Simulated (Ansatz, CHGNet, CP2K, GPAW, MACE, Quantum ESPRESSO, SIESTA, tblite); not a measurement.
# Running Σ3 (111)[11-2] symmetric tilt boundary in Na2S (72 atoms) with SIESTA, part 2 of 2

How do the settings of SIESTA change the result for Σ3 (111)[11-2] symmetric tilt boundary in Na2S (72 atoms)? A plane-wave run serves as the yardstick.

Program: SIESTA 5.4.2; the method stands at each step. Banners, paths, timers and routine set-up lines are dropped from the logs unmarked, and long logs keep their key lines alone; longer cuts are marked. The potentials were converted by us to PSML.

So far. Step 2 (PBE, DZP, shift 0.01 Ry, mesh 500 Ry): Forces lie 5.7 % from the reference's, at 5.7 times its CPU time (on 2 against 8 cores). Step 3 (PBE, SZP, shift 0.01 Ry, mesh 500 Ry): Against the first run (5.7 %), the force difference from the reference is 6.4 %, at 0.83 times the CPU time (on 1 against 2 cores), with 600 basis functions against 744: the smaller basis costs accuracy.

## (4) revPBE, PBE potentials, DZP, shift 0.01 Ry, mesh 500 Ry

Method: Kohn-Sham DFT, revPBE, PseudoDojo 0.4.1 norm-conserving pseudopotentials (converted to PSML), numerical atomic orbitals (DZP), diagonalisation.

input.fdf reads:

```
SystemLabel cell
NumberOfAtoms 72
NumberOfSpecies 2
%block ChemicalSpeciesLabel
  1 16 S
  2 11 Na
%endblock ChemicalSpeciesLabel
LatticeConstant 1.0 Ang
%block LatticeVectors
  8.00983 0.00000 0.00000
  0.00000 9.24896 0.00000
  0.00000 0.00000 22.67522
%endblock LatticeVectors
PAO.BasisSize DZP
PAO.EnergyShift 0.01 Ry
XC.Functional GGA
XC.Authors revPBE
MeshCutoff 500 Ry
%block kgrid_Monkhorst_Pack
  1 0 0 0.0
  0 1 0 0.0
  0 0 1 0.0
%endblock kgrid_Monkhorst_Pack
SolutionMethod diagon
OccupationFunction FD
ElectronicTemperature 580 K
SCF.Mixer.Method Pulay
SCF.Mixer.Weight 0.05
SCF.Mixer.History 8
SCF.Mix Hamiltonian
MaxSCFIterations 300
SCF.DM.Tolerance 1e-04
SCF.H.Tolerance 1.0e-3 eV
WriteForces T
Write.HirshfeldPop T
Write.VoronoiPop T
Write.DM F
Write.H F
XML.Write F
AtomicCoordinatesFormat Fractional
%block AtomicCoordinatesAndAtomicSpecies
[... 72 atom lines left out: the same atoms as in the first run ...]
%endblock AtomicCoordinatesAndAtomicSpecies
```

Command:

```sh
$ OMP_NUM_THREADS=1 mpirun -np 2 siesta < input.fdf > output.txt
```

What it wrote:

```text
Version         : 5.4.2
reinit: System Name:
reinit: System Label: cell
initatom: Reading input for the pseudopotentials and atomic orbitals ----------
Species number:   1 Atomic number:   16 Label: S
Species number:   2 Atomic number:   11 Label: Na
Ground state valence configuration (from tables):   3s02  3p04  3d00  4f00
Ground state valence configuration (from tables):   3s01  3p00  3d00  4f00
---- Processing specs for species: S
GGA--PBE XC_GGA_X_PBE--XC_GGA_C_PBE pb
---- Processing specs for species: Na
GGA--PBE XC_GGA_X_PBE--XC_GGA_C_PBE pb
[... lines left out ...]
stepf: Fermi-Dirac step function
        iscf     Eharris(eV)        E_KS(eV)     FreeEng(eV)     dDmax    Ef(eV) dHmax(eV)
[... lines left out ...]
SCF Convergence by DM+H criterion
[... lines left out ...]
SCF cycle converged after 14 iterations
[... lines left out ...]
   Max    2.879385
[... lines left out ...]
   Max    2.879385    constrained
Stress tensor Voigt[x,y,z,yz,xz,xy] (kbar):      -25.40      -13.82      -15.28        0.78        0.26        0.23
[... lines left out ...]
siesta: FreeEng =    -66999.703516
[... lines left out ...]
siesta:       Ion-ion =  -28379.062741
siesta:         Total =  -66999.703516
siesta:         Fermi =      -4.635150
siesta: Stress tensor (static) (eV/Ang**3):
siesta:    -0.015851    0.000142    0.000163
siesta:     0.000142   -0.008626    0.000485
siesta:     0.000163    0.000485   -0.009540
siesta: Cell volume =       1679.839191 Ang**3
siesta: Pressure (static):
siesta:                Solid            Molecule  Units
siesta:           0.00012350          0.00024284  Ry/Bohr**3
siesta:           0.01133898          0.02229639  eV/Ang**3
siesta:          18.16704858         35.72274755  kBar
    Orbital volume contribution        =          74.597615 eV
    (Free)E + p_basis*V_orbitals       =      -66925.105901 eV
    (Free)Eharris+ p_basis*V_orbitals  =      -66925.105901 eV
Hirshfeld Atomic Populations:
Atom #   charge [q] valence [e]  Species
     1    -0.395947    6.395947  S
     2     0.179681    8.820319  Na
     3     0.228124    8.771876  Na
     4    -0.376307    6.376307  S
     5     0.182473    8.817527  Na
[...]
7    -0.386710    6.386710  S
[...]
--------------------
 Total     0.000008
Voronoi Atomic Populations:
Atom #   charge [q] valence [e]  Species
[...]
67    -0.436935    6.436935  S
[...]
70    -0.430747    6.430747  S
    71     0.207751    8.792249  Na
    72     0.215919    8.784081  Na
--------------------
 Total     0.000008
```

It took 3.1 min on 2 MPI ranks of Arm Neoverse V2, shared host; peak memory 2.5 GiB; 6.2 min of CPU time.

Numbers from this run, and their distance from the reference:

* r.m.s. force component: 0.6023 eV/Å
* r.m.s. difference of force components: 45.35 meV/Å
* longest difference of force vectors: 192.4 meV/Å
* force difference over r.m.s. force: 8.088 %
* slope of forces against the reference's: 1.074
* correlation of force components: 0.9995
* gap (highest filled to lowest empty level): 2.402 eV
* gap difference: 0.1936 eV
* pressure: 1.817 GPa
* pressure difference: 0.6627 GPa

Against the first run (5.7 %), the force difference from the reference is 8.1 %, at 1.0 times the CPU time; the model has changed, so this is no error of the program alone.

## (5) PBE, DZ, shift 0.01 Ry, mesh 500 Ry

Method: Kohn-Sham DFT, PBE, PseudoDojo 0.4.1 norm-conserving pseudopotentials (converted to PSML), numerical atomic orbitals (DZ), diagonalisation.

Edit input.fdf of step 4 so:

```diff
@@ -13,6 +13,6 @@
 %endblock LatticeVectors
-PAO.BasisSize DZP
+PAO.BasisSize DZ
 PAO.EnergyShift 0.01 Ry
 XC.Functional GGA
-XC.Authors revPBE
+XC.Authors PBE
 MeshCutoff 500 Ry
```

Command:

```sh
$ OMP_NUM_THREADS=1 siesta < input.fdf > output.txt
```

What it wrote:

```text
Version         : 5.4.2
reinit: System Name:
reinit: System Label: cell
initatom: Reading input for the pseudopotentials and atomic orbitals ----------
Species number:   1 Atomic number:   16 Label: S
Species number:   2 Atomic number:   11 Label: Na
Ground state valence configuration (from tables):   3s02  3p04  3d00  4f00
Ground state valence configuration (from tables):   3s01  3p00  3d00  4f00
---- Processing specs for species: S
GGA--PBE XC_GGA_X_PBE--XC_GGA_C_PBE pb
---- Processing specs for species: Na
GGA--PBE XC_GGA_X_PBE--XC_GGA_C_PBE pb
[... lines left out ...]
stepf: Fermi-Dirac step function
        iscf     Eharris(eV)        E_KS(eV)     FreeEng(eV)     dDmax    Ef(eV) dHmax(eV)
[... lines left out ...]
SCF Convergence by DM+H criterion
[... lines left out ...]
SCF cycle converged after 13 iterations
[... lines left out ...]
   Max    3.013170
[... lines left out ...]
   Max    3.013170    constrained
Stress tensor Voigt[x,y,z,yz,xz,xy] (kbar):        8.24       26.66       18.05        0.81        0.25        0.15
[... lines left out ...]
siesta: FreeEng =    -66923.453683
[... lines left out ...]
siesta:       Ion-ion =  -28412.252272
siesta:         Total =  -66923.453683
siesta:         Fermi =      -4.537058
siesta: Stress tensor (static) (eV/Ang**3):
siesta:     0.005143    0.000093    0.000159
siesta:     0.000093    0.016639    0.000507
siesta:     0.000159    0.000507    0.011268
siesta: Cell volume =       1679.839191 Ang**3
siesta: Pressure (static):
siesta:                Solid            Molecule  Units
siesta:          -0.00011999          0.00001004  Ry/Bohr**3
siesta:          -0.01101656          0.00092188  eV/Ang**3
siesta:         -17.65047306          1.47700940  kBar
    Orbital volume contribution        =          44.288652 eV
    (Free)E + p_basis*V_orbitals       =      -66879.165031 eV
    (Free)Eharris+ p_basis*V_orbitals  =      -66879.165031 eV
Hirshfeld Atomic Populations:
Atom #   charge [q] valence [e]  Species
     1    -0.451718    6.451718  S
     2     0.200155    8.799845  Na
     3     0.257454    8.742546  Na
     4    -0.420226    6.420226  S
     5     0.205239    8.794761  Na
[...]
7    -0.441399    6.441399  S
[...]
--------------------
 Total    -0.000017
Voronoi Atomic Populations:
Atom #   charge [q] valence [e]  Species
[...]
67    -0.496692    6.496692  S
[...]
70    -0.488585    6.488585  S
    71     0.236891    8.763109  Na
    72     0.245156    8.754844  Na
--------------------
 Total    -0.000017
```

Wall time 2 min (1 thread); peak memory 1.2 GiB.

Compared with the plane-wave run:

```yaml
r_m_s_force_component: 0.6523 eV/Å
r_m_s_difference_of_force_components: 101.8 meV/Å
longest_difference_of_force_vectors: 422.9 meV/Å
force_difference_over_r_m_s_force: 18.15 %
slope_of_forces_against_the_reference_s: 1.16
correlation_of_force_components: 0.9973
spacing_of_highest_filled_and_lowest_empty_level: 2.069 eV
gap_difference: -0.1393 eV
pressure: -1.765 GPa
pressure_difference: -2.919 GPa
```

This is a coarse setting, run to see what it loses.

Against the first run (5.7 %), the force difference from the reference is 18 %, at 0.33 times the CPU time (on 1 against 2 cores), with 480 basis functions against 744: the smaller basis costs accuracy.

## (6) PBE, DZP, shift 0.04 Ry, mesh 500 Ry

Method: Kohn-Sham DFT, PBE, PseudoDojo 0.4.1 norm-conserving pseudopotentials (converted to PSML), numerical atomic orbitals (DZP), diagonalisation.

Edit input.fdf of step 5 so:

```diff
@@ -13,4 +13,4 @@
 %endblock LatticeVectors
-PAO.BasisSize DZ
-PAO.EnergyShift 0.01 Ry
+PAO.BasisSize DZP
+PAO.EnergyShift 0.04 Ry
 XC.Functional GGA
```

Command:

```sh
$ OMP_NUM_THREADS=1 mpirun -np 2 siesta < input.fdf > output.txt
```

What it wrote:

```text
Version         : 5.4.2
reinit: System Name:
reinit: System Label: cell
initatom: Reading input for the pseudopotentials and atomic orbitals ----------
Species number:   1 Atomic number:   16 Label: S
Species number:   2 Atomic number:   11 Label: Na
Ground state valence configuration (from tables):   3s02  3p04  3d00  4f00
Ground state valence configuration (from tables):   3s01  3p00  3d00  4f00
---- Processing specs for species: S
GGA--PBE XC_GGA_X_PBE--XC_GGA_C_PBE pb
---- Processing specs for species: Na
GGA--PBE XC_GGA_X_PBE--XC_GGA_C_PBE pb
[... lines left out ...]
stepf: Fermi-Dirac step function
        iscf     Eharris(eV)        E_KS(eV)     FreeEng(eV)     dDmax    Ef(eV) dHmax(eV)
[... lines left out ...]
SCF Convergence by DM+H criterion
[... lines left out ...]
SCF cycle converged after 13 iterations
[... lines left out ...]
   Max    2.542831
[... lines left out ...]
   Max    2.542831    constrained
Stress tensor Voigt[x,y,z,yz,xz,xy] (kbar):       58.13       70.26       62.52        0.62        0.20        0.14
[... lines left out ...]
siesta: FreeEng =    -66819.746313
[... lines left out ...]
siesta:       Ion-ion =  -29118.843797
siesta:         Total =  -66819.746313
siesta:         Fermi =      -3.283758
siesta: Stress tensor (static) (eV/Ang**3):
siesta:     0.036280    0.000085    0.000127
siesta:     0.000085    0.043850    0.000388
siesta:     0.000127    0.000388    0.039020
siesta: Cell volume =       1679.839191 Ang**3
siesta: Pressure (static):
siesta:                Solid            Molecule  Units
siesta:          -0.00043257         -0.00030722  Ry/Bohr**3
siesta:          -0.03971683         -0.02820786  eV/Ang**3
siesta:         -63.63338200        -45.19397003  kBar
    Orbital volume contribution        =          38.981033 eV
    (Free)E + p_basis*V_orbitals       =      -66780.765281 eV
    (Free)Eharris+ p_basis*V_orbitals  =      -66780.765281 eV
Hirshfeld Atomic Populations:
Atom #   charge [q] valence [e]  Species
     1    -0.275620    6.275620  S
     2     0.110230    8.889770  Na
     3     0.172706    8.827294  Na
     4    -0.244095    6.244095  S
     5     0.119868    8.880132  Na
[...]
7    -0.267284    6.267284  S
[...]
--------------------
 Total     0.000110
Voronoi Atomic Populations:
Atom #   charge [q] valence [e]  Species
[...]
67    -0.303769    6.303769  S
[...]
70    -0.293682    6.293682  S
    71     0.139727    8.860273  Na
    72     0.149195    8.850805  Na
--------------------
 Total     0.000110
```

The job ended after 85 s (2 MPI ranks; peak memory 1.7 GiB).

Against the reference:

* r.m.s. force component: 0.5359 eV/Å
* r.m.s. difference of force components: 69.61 meV/Å
* longest difference of force vectors: 237.4 meV/Å
* force difference over r.m.s. force: 12.41 %
* slope of forces against the reference's: 0.949
* correlation of force components: 0.993
* gap (highest filled to lowest empty level): 1.822 eV
* gap difference: -0.3867 eV
* pressure: -6.363 GPa
* pressure difference: -7.517 GPa

This is a coarse setting, run to see what it loses.

Against the first run (5.7 %), the force difference from the reference is 12 %, at 0.47 times the CPU time.

## (7) All runs compared

Differences are against the plane-wave reference, forces as r.m.s. over components; share is that over the reference's r.m.s. force, slope the least-squares factor from reference forces to these. Total energies of different programs have different zeros and aren't compared.

```
                                                           run  Δ force, r.m.s. (meV/Å)  share (%)  slope  Δ pressure (GPa)  Δ gap (eV)  cores  CPU time  memory (GiB)
                                                     reference                        -          -      -                 -           -      8      64 s           1.9
                   SIESTA PBE, DZP, shift 0.01 Ry, mesh 500 Ry                     32.1       5.72  1.048            -0.548      0.0041      2     6 min           2.5
          SIESTA PBE, SZP, shift 0.01 Ry, mesh 500 Ry (coarse)                     35.9       6.39  1.056            -0.228     -0.0268      1     5 min           2.0
SIESTA revPBE, PBE potentials, DZP, shift 0.01 Ry, mesh 500 Ry                     45.4       8.09  1.074             0.663       0.194      2   6.2 min           2.5
           SIESTA PBE, DZ, shift 0.01 Ry, mesh 500 Ry (coarse)                      102       18.2  1.160             -2.92      -0.139      1     2 min           1.2
          SIESTA PBE, DZP, shift 0.04 Ry, mesh 500 Ry (coarse)                     69.6       12.4  0.949             -7.52      -0.387      2   2.8 min           1.7
```

Rows marked coarse were listed beforehand as settings not expected to be converged; some can still land near the reference.

CPU time is summed over cores on a shared host, where runs went side by side, so it is rough. Symmetry, cutoffs, thresholds, outputs and thread counts weren't matched or tuned between programs; memory under MPI is the largest rank's times the ranks.

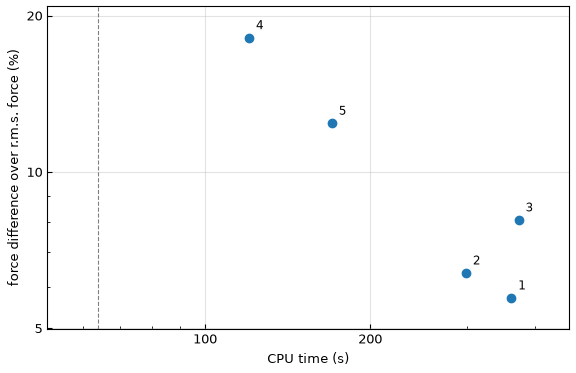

Force difference against CPU time; the dashed line marks the reference's time. Points: 1 SIESTA PBE, DZP, shift 0.01 Ry, mesh 500 Ry; 2 SIESTA PBE, SZP, shift 0.01 Ry, mesh 500 Ry; 3 SIESTA revPBE, PBE potentials, DZP, shift 0.01 Ry, mesh 500 Ry; 4 SIESTA PBE, DZ, shift 0.01 Ry, mesh 500 Ry; 5 SIESTA PBE, DZP, shift 0.04 Ry, mesh 500 Ry.

Mean charges by element (e), by run and scheme:

```
                                                           run     scheme      S     Na
                                                     reference     Löwdin  -1.19  +0.64
                   SIESTA PBE, DZP, shift 0.01 Ry, mesh 500 Ry  Hirshfeld  -0.37  +0.19
SIESTA revPBE, PBE potentials, DZP, shift 0.01 Ry, mesh 500 Ry  Hirshfeld  -0.38  +0.19
```

The reference's Löwdin charges lack the electrons that the projection spills, 0.030 e an atom on average.

## (8) Results

```yaml
nearest_in_forces: SIESTA PBE, DZP, shift 0.01 Ry, mesh 500 Ry, 5.7 %
its_cpu_time: 6 min
```

What this shows: The PBE run in local orbitals, coarse settings apart, differs by 5.7 % (SIESTA PBE, DZP, shift 0.01 Ry, mesh 500 Ry); basis, grid and potentials can all enter. Rows with another functional or a dispersion term differ by 8.1 % (SIESTA revPBE, PBE potentials, DZP, shift 0.01 Ry, mesh 500 Ry), which mixes the change of model with differences of basis and potentials, some of them made for another functional. Runs with settings chosen to be coarse differ by 6.4 % (SIESTA PBE, SZP, shift 0.01 Ry, mesh 500 Ry) to 18 % (SIESTA PBE, DZ, shift 0.01 Ry, mesh 500 Ry), their programs' other errors included. None of the electronic-structure runs in the table takes under half the reference's CPU time of 64 s; they take 1.9 to 5.8 times as much. SIESTA PBE, DZ, shift 0.01 Ry, mesh 500 Ry stiffens the forces by a factor of 1.16 while following their directions (correlation 0.997); the slopes of the 5 SIESTA runs lie between 0.95 and 1.16. At the same functional, gaps differ from the reference's 2.21 eV by between -0.39 and +0.00 eV. These are spacings on the run's k-points, which needn't hold the band edges. In pressure, SIESTA PBE, DZP, shift 0.04 Ry, mesh 500 Ry misses by -7.5 GPa, at the same functional. Charges hang on scheme and program or settings: among these rows the mean for S runs from -1.19 to -0.37 e. The host structure and its lattice constant were typed by rule, without a check against the phase diagram. The electronic-structure runs sample only Γ, in a cell whose shortest periodic width is 8 Å.

[Also dropped from logs without a mark: logging warnings of Python, and SIESTA's first energy breakdown and zero terms.]

[Logs are printed without paths, hosts, clocks, repeated set-up lines and the standing remarks that a program may print on its own settings, such as how far it seeks lower states.]

[Hosts, paths, dates, database ids (printed as entryN), source tags and the programs' standing remarks are cut or masked in the printed files.]
